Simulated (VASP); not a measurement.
Band structure of Al2O (space group Fm-3m). Method: HSE06 screened hybrid, VASP's PBE PAW potentials (set 64) (plane waves; VASP).

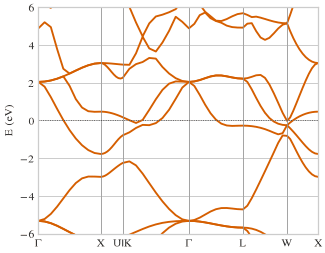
*Bands along high-symmetry lines, zero at the valence-band maximum or, without a gap, the Fermi level*

**Question.** Read the plot: is there a gap, and where are the band edges?

**Answer.** It has no gap at this level: it comes out as a metal or semimetal.

The structure comes from a measured Al2O entry (Fm-3m) of the Crystallography Open Database, whose conditions weren't checked. It was relaxed first, which changed the volume by +50 %. The k-mesh is coarse (spacing up to 0.32 per Å, 2π included), so the numbers may not be converged in it. The cell's shape comes from a PBE relaxation.
